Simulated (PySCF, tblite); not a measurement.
# C18H14Si: electronic excitations, NMR shifts

Wanted: electronic excitations, NMR shifts for C18H14Si (`[SiH3]c1cc2ccc3ccccc3c2c2ccccc12`).

Computed with tblite 0.8.0 and PySCF 2.14.0 and routines of our own; the level stands in each step. Atoms count from 0.

## 1. The starting structure

33 atoms, charge 0, multiplicity 1; geometry from: force field, distance geometry or constructed start.

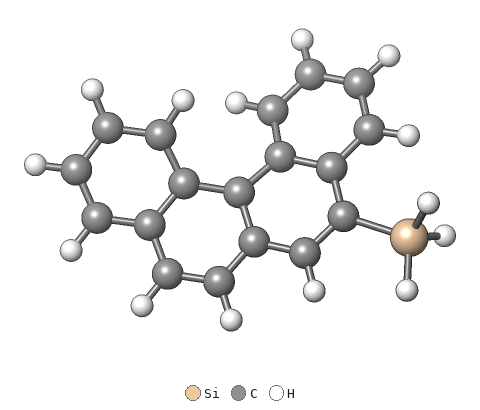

The starting geometry (silicon light orange, carbon grey, hydrogen white).

## 2. Optimising the geometry with GFN2-xTB

Job settings and geometry (Å):

```
{"job": {"kind": "relax", "xc": "GFN2-xTB", "basis": "xTB"}, "charge": 0, "multiplicity": 1}
Si     4.298700    -1.254800     0.702000
C      2.493400    -0.743800     0.378400
C      1.565500    -1.793500     0.316600
C      0.192300    -1.557600     0.142700
C     -0.642100    -2.681900     0.069600
C     -2.019000    -2.546000    -0.054200
C     -2.602300    -1.286100     0.011300
C     -4.002800    -1.200100    -0.000600
C     -4.651700     0.011800     0.170200
C     -3.903300     1.150000     0.397500
C     -2.504600     1.069600     0.393400
C     -1.789900    -0.131600     0.138400
C     -0.328700    -0.247100     0.078100
C      0.662100     0.823300    -0.061300
C      0.315100     2.140000    -0.482200
C      1.222000     3.195300    -0.536000
C      2.541600     2.977700    -0.205500
C      2.947800     1.683500     0.123900
C      2.051800     0.584800     0.167800
H      4.812700    -0.552000     1.910500
H      5.133200    -0.879400    -0.461600
H      4.379400    -2.720600     0.917900
H      1.907900    -2.818300     0.421900
H     -0.229500    -3.691100     0.081700
H     -2.623700    -3.440700    -0.132600
H     -4.617700    -2.099700    -0.123700
H     -5.738700     0.065500     0.167800
H     -4.389600     2.102400     0.592400
H     -1.974100     1.979200     0.669100
H     -0.680800     2.350900    -0.845400
H      0.896900     4.178300    -0.866700
H      3.260200     3.788900    -0.240500
H      4.008100     1.562400     0.327900
```

On the command line:

```
> OMP_NUM_THREADS=1 python large_run.py task.json out
```

One launch serves the whole session: the jobs run in the order shown.

Output:

```text
step      E/eV     max force
  0   -1289.74148    2.408
  1   -1289.89257    1.374
  2   -1289.93818    0.374
  3   -1289.95967    0.352
  4   -1289.99705    0.439
  5   -1290.01481    0.371
  6   -1290.03291    0.231
  7   -1290.04263    0.263
  8   -1290.04915    0.184
  9   -1290.05283    0.130
 10   -1290.05609    0.114
 11   -1290.05896    0.103
 12   -1290.06118    0.092
 13   -1290.06297    0.077
 14   -1290.06486    0.083
 15   -1290.06698    0.092
 16   -1290.06913    0.097
 17   -1290.07134    0.104
 18   -1290.07386    0.121
 19   -1290.07692    0.147
 20   -1290.08028    0.138
 21   -1290.08342    0.102
 22   -1290.08601    0.101
 23   -1290.08813    0.101
 24   -1290.08998    0.098
 25   -1290.09176    0.084
 26   -1290.09367    0.094
 27   -1290.09580    0.108
 28   -1290.09787    0.113
 29   -1290.09950    0.104
 30   -1290.10071    0.072
 31   -1290.10186    0.092
 32   -1290.10314    0.087
 33   -1290.10434    0.057
 34   -1290.10519    0.051
 35   -1290.10567    0.034
 36   -1290.10593    0.031
 37   -1290.10611    0.025
 38   -1290.10627    0.029
 39   -1290.10646    0.028
 40   -1290.10667    0.032
 41   -1290.10689    0.028
 42   -1290.10711    0.024
 43   -1290.10733    0.036
 44   -1290.10758    0.042
 45   -1290.10781    0.037
 46   -1290.10799    0.030
 47   -1290.10813    0.024
 48   -1290.10829    0.028
 49   -1290.10848    0.033
 50   -1290.10869    0.031
 51   -1290.10890    0.030
 52   -1290.10910    0.024
 53   -1290.10930    0.028
 54   -1290.10947    0.025
 55   -1290.10961    0.021
 56   -1290.10975    0.019
```

Run time: 0.98 s. Hardware: 1 thread of Arm Neoverse V2, shared host; peak memory 0.18 GiB.

Relaxation path:

| step | energy from step 0 (eV) | largest force (eV/Å) |
| --- | --- | --- |
| 0 | 0.0000 | 2.4083 |
| 1 | -0.1511 | 1.3736 |
| 2 | -0.1967 | 0.3733 |
| 3 | -0.2182 | 0.3524 |
| 4 | -0.2556 | 0.4388 |
| 5 | -0.2733 | 0.3709 |
| 6 | -0.2914 | 0.2311 |
| 7 | -0.3012 | 0.2630 |
| 8 | -0.3077 | 0.1847 |
| 12 | -0.3197 | 0.0917 |
| 16 | -0.3277 | 0.0972 |
| 20 | -0.3388 | 0.1374 |
| 24 | -0.3485 | 0.0976 |
| 28 | -0.3564 | 0.1128 |
| 32 | -0.3617 | 0.0867 |
| 36 | -0.3645 | 0.0308 |
| 40 | -0.3652 | 0.0322 |
| 44 | -0.3661 | 0.0423 |
| 48 | -0.3668 | 0.0273 |
| 52 | -0.3676 | 0.0237 |
| 53 | -0.3678 | 0.0280 |
| 54 | -0.3680 | 0.0244 |
| 55 | -0.3681 | 0.0207 |
| 56 | -0.3683 | 0.0185 |

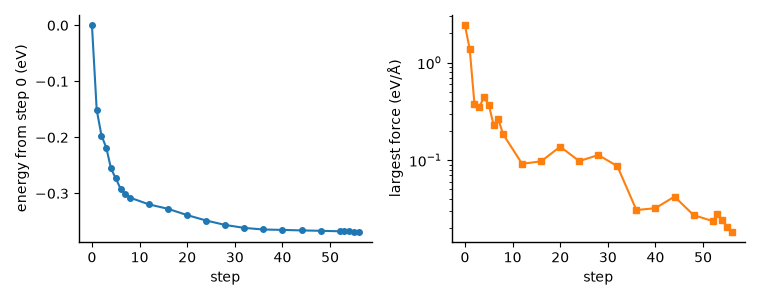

Energy and force, step by step.

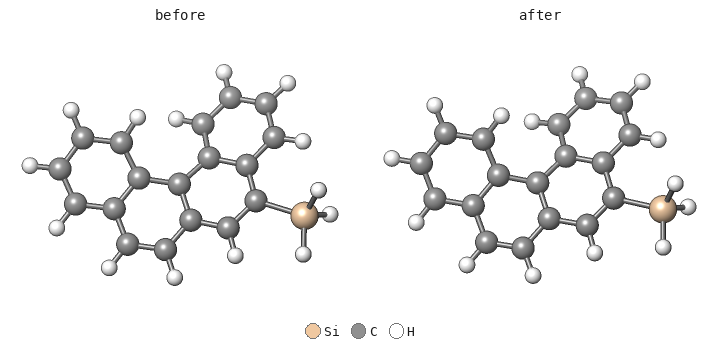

The geometry before (left) and after (right).

Distances of close pairs at the start and the end, largest changes first:

```
   bond  before (Å)  after (Å)  change (Å)
  C1–C2       1.402      1.364      -0.038
  C4–C5       1.389      1.355      -0.034
C11–C12       1.467      1.436      -0.031
C12–C13       1.465      1.435      -0.030
  C5–C6       1.390      1.419      +0.030
 C9–C10       1.401      1.372      -0.029
C16–C17       1.396      1.369      -0.026
Si0–H19       1.489      1.466      -0.023
```

The final coordinates are the input of the step that follows.

## 3. Infrared spectrum with GFN2-xTB

Job settings and geometry (Å):

```
{"job": {"kind": "ir", "xc": "GFN2-xTB", "basis": "xTB"}, "charge": 0, "multiplicity": 1}
Si     4.292884    -1.131354     0.755560
C      2.470134    -0.765708     0.426815
C      1.588426    -1.800707     0.318210
C      0.195739    -1.607069     0.146606
C     -0.669994    -2.727081     0.032737
C     -2.004222    -2.559260    -0.132090
C     -2.585140    -1.268086    -0.030526
C     -3.981039    -1.105870    -0.056806
C     -4.552563     0.114156     0.187064
C     -3.738580     1.198688     0.524626
C     -2.372476     1.075475     0.517134
C     -1.750463    -0.137144     0.162933
C     -0.326626    -0.305077     0.081149
C      0.603431     0.777693    -0.070626
C      0.224665     2.036794    -0.573796
C      1.115466     3.075983    -0.644304
C      2.435078     2.898479    -0.223681
C      2.860439     1.652619     0.153637
C      1.981266     0.556793     0.194590
H      4.747672    -0.436799     1.964207
H      5.112416    -0.731435    -0.393640
H      4.422077    -2.575765     0.954503
H      1.941877    -2.820428     0.397407
H     -0.232051    -3.715571     0.048043
H     -2.658006    -3.406807    -0.280749
H     -4.598553    -1.971556    -0.249619
H     -5.625717     0.232452     0.163108
H     -4.191458     2.138169     0.805177
H     -1.767457     1.907137     0.843757
H     -0.770864     2.167318    -0.968377
H      0.800969     4.030494    -1.039299
H      3.123179     3.730527    -0.245237
H      3.899327     1.492034     0.400425
```

Output:

```text
mode    cm-1     km/mol
  1      47.0      0.07
  2      70.2      0.20
  3     111.5      0.11
  4     118.5      0.13
  5     147.3      0.19
  6     160.6      0.94
  7     171.9      0.72
  8     196.3      0.04
  9     250.8      0.43
 10     271.5      0.86
 11     303.0      1.86
 12     345.0      3.71
 13     376.5      1.27
 14     402.1      3.20
 15     405.8      0.97
 16     450.4      0.19
 17     467.8      6.98
 18     477.9     12.10
 19     500.2      0.51
 20     513.6     13.95
 21     528.0     13.32
 22     530.6     17.46
 23     551.8      2.63
 24     575.0     35.80
 25     593.0     21.13
 26     597.9     24.08
 27     638.3      1.12
 28     686.7      8.92
 29     713.7      1.62
 30     730.5      1.24
 31     743.1      6.32
 32     745.0     19.89
 33     769.8      6.65
 34     775.8      4.84
 35     783.5    318.55
 36     801.5    176.88
 37     805.2    436.02
 38     829.6     12.98
 39     840.7      1.10
 40     865.3      0.60
 41     876.6     10.09
 42     885.8      0.63
 43     910.0      1.57
 44     914.3      0.46
 45     920.5      0.04
 46     923.1      0.90
 47     924.4      0.15
 48     942.7     49.55
 49     972.3      0.67
 50    1041.7      5.02
 51    1089.7      0.24
 52    1105.3      0.38
 53    1118.8      1.74
 54    1154.9      2.47
 55    1172.4      0.35
 56    1178.6      1.26
 57    1185.1      0.06
 58    1210.2      3.53
 59    1228.6      1.03
 60    1236.6      3.61
 61    1239.6      5.82
 62    1248.4      0.87
 63    1281.0      0.43
 64    1332.1      1.25
 65    1347.0      1.55
 66    1367.5      0.08
 67    1381.1      0.82
 68    1393.8      1.78
 69    1401.8      0.47
 70    1419.1      2.35
 71    1434.6      0.80
 72    1471.4      3.55
 73    1490.3      2.36
 74    1519.3      2.60
 75    1549.5      0.55
 76    1564.1      6.28
 77    1600.7      2.53
 78    1603.0      0.59
 79    1605.7      0.55
 80    2228.8    356.76
 81    2235.0    315.05
 82    2258.8    266.25
 83    3053.0     29.03
 84    3064.3     18.73
 85    3071.3      2.65
 86    3075.0      3.46
 87    3077.9      6.73
 88    3079.3     89.50
 89    3081.3     48.94
 90    3088.7    167.08
 91    3090.8     21.15
 92    3097.0     17.46
 93    3101.1     47.04
```

Run time: 3.1 s. Hardware: 1 thread of Arm Neoverse V2, shared host; peak memory 0.18 GiB.

The strongest bands and the atoms that carry them (share of the mass-weighted mode):

```
cm⁻¹  km/mol                                   atoms
 784   318.6                      H19 44 %, H20 41 %
 802   176.9            H21 49 %, H20 23 %, H19 15 %
 805   436.0            H21 37 %, H19 29 %, H20 24 %
2229   356.8                                H20 95 %
2235   315.1                                H19 95 %
2259   266.2                                H21 95 %
3079    89.5  H24 39 %, H27 22 %, H23 15 %, H25 11 %
3089   167.1                      H26 38 %, H28 18 %
```

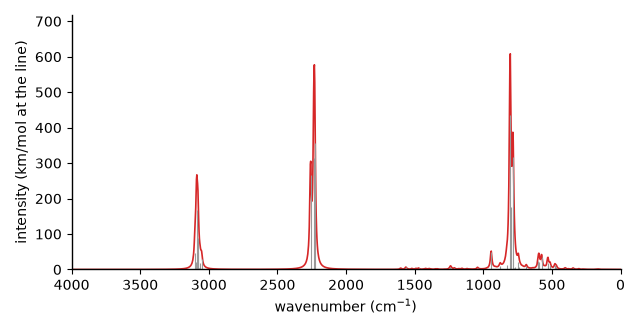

The infrared spectrum from these modes, unscaled. Lines are broadened to a width of 14 cm⁻¹ (Lorentzian).

## 4. Electronic excitations: TDA PBE0/6-31G*

The job, as its differences from that of step 3:

```diff
@@ -1,2 +1,2 @@
-{"job": {"kind": "ir", "xc": "GFN2-xTB", "basis": "xTB"}, "charge": 0, "multiplicity": 1}
+{"job": {"kind": "uv", "basis": "6-31G*", "grid": 1, "kgrid": 0, "vcut": 1.5, "nstates": 6, "ntriplets": 2, "tda": true, "delta": [], "pop": true, "xc": "PBE0"}, "charge": 0, "multiplicity": 1}
 Si     4.292884    -1.131354     0.755560
```

With the program's defaults for keys left out, this is: TDA PBE0/6-31G*, vertical, gas phase, core orbitals frozen in the response, virtual orbitals cut by energy.

Output:

```text
start: PBE on a coarse grid of 28218 points
cycle   1  E = -982.8395345524  dE =  3.050e+00  |g| = 7.408e-01  |ddm| = 6.848e+00
cycle   2  E = -982.7509379930  dE =  8.860e-02  |g| = 9.334e-01  |ddm| = 2.260e+00
cycle   3  E = -982.9958382036  dE = -2.449e-01  |g| = 1.749e-01  |ddm| = 1.469e+00
cycle   4  E = -983.0005314385  dE = -4.693e-03  |g| = 1.141e-01  |ddm| = 3.340e-01
cycle   5  E = -983.0044096600  dE = -3.878e-03  |g| = 2.531e-02  |ddm| = 1.757e-01
cycle   6  E = -983.0045640747  dE = -1.544e-04  |g| = 1.086e-02  |ddm| = 4.004e-02
cycle   7  E = -983.0045881250  dE = -2.405e-05  |g| = 4.715e-03  |ddm| = 1.705e-02
final grid: 122391 points
cycle   8  E = -982.8909085145  dE = -8.390e-03  |g| = 3.955e-02  |ddm| = 1.100e+00
cycle   9  E = -982.8909870389  dE = -7.852e-05  |g| = 3.707e-02  |ddm| = 1.059e-01
cycle  10  E = -982.8913580292  dE = -3.710e-04  |g| = 1.067e-02  |ddm| = 5.967e-02
cycle  11  E = -982.8913884204  dE = -3.039e-05  |g| = 3.272e-03  |ddm| = 1.648e-02
cycle  12  E = -982.8913958475  dE = -7.427e-06  |g| = 8.931e-04  |ddm| = 4.986e-03
cycle  13  E = -982.8913926259  dE =  3.222e-06  |g| = 4.012e-04  |ddm| = 1.574e-03
cycle  14  E = -982.8913922016  dE =  4.243e-07  |g| = 1.235e-04  |ddm| = 5.974e-04
cycle  15  E = -982.8913929939  dE = -7.922e-07  |g| = 3.984e-05  |ddm| = 1.986e-04
converged SCF energy = -982.8913929939

Static polarisability (au): isotropic 217.999, principal 83.989 243.354 326.656

Singlet excitations
state   eV       nm        f      main configurations
  1   3.7703    328.8   0.00320   H-1->L 0.46, H->L+1 0.42, H->L 0.08
  2   3.9887    310.8   0.04449   H->L 0.74, H-1->L+1 0.12
  3   4.7575    260.6   0.58464   H->L+1 0.22, H-3->L 0.20, H-1->L 0.19
  4   4.7604    260.4   0.45302   H-1->L+1 0.23, H-1->L 0.19, H->L+1 0.18
  5   4.9145    252.3   0.07522   H->L+3 0.36, H-1->L+1 0.30, H-3->L 0.09
  6   4.9826    248.8   0.17911   H->L+2 0.56, H-2->L 0.29

Triplet excitations (Tamm-Dancoff, eV): 2.7559 3.2834
```

Wall time 42 s (1 thread of Arm Neoverse V2, shared host); peak memory 0.61 GiB.

Frontier orbitals and where they lie:

| orbital | eV | atoms |
| --- | --- | --- |
| HOMO−4 | -8.22 | C12 16 %, C11 10 %, C1 9 % |
| HOMO−3 | -7.31 | C15 13 %, C18 12 %, C9 12 % |
| HOMO−2 | -7.23 | C7 14 %, C10 14 %, C17 14 % |
| HOMO−1 | -6.19 | C2 14 %, C4 14 %, C15 10 % |
| HOMO | -5.87 | C12 14 %, C5 10 %, C10 9 % |
| LUMO | -1.36 | C12 16 %, C1 12 %, C3 8 % |
| LUMO+1 | -0.96 | C4 15 %, C2 12 %, C9 9 % |
| LUMO+2 | 0.00 | C14 15 %, C17 14 %, C10 14 % |
| LUMO+3 | 0.25 | C18 13 %, C15 13 %, C3 11 % |

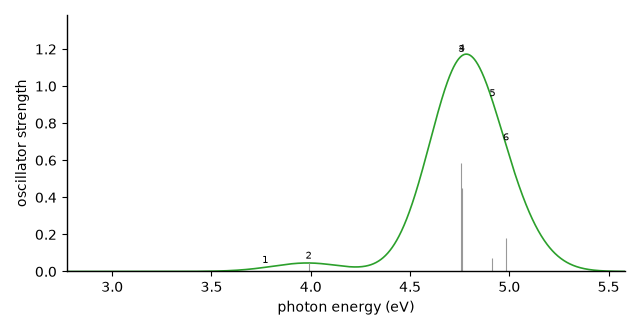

Absorption spectrum from the 6 singlet states computed; above the last one it falls off for lack of states. Lines are broadened to a width of 0.40 eV (Gaussian).

Further results of this job:

| property | computed |
| --- | --- |
| dipole moment (D) | 1.02 |
| polarisability (Å³) | 32.30 |
| HOMO–LUMO gap (eV) | 4.52 |
| −ε(HOMO) (eV) | 5.87 |

(Part 1 of 2 ends here.)
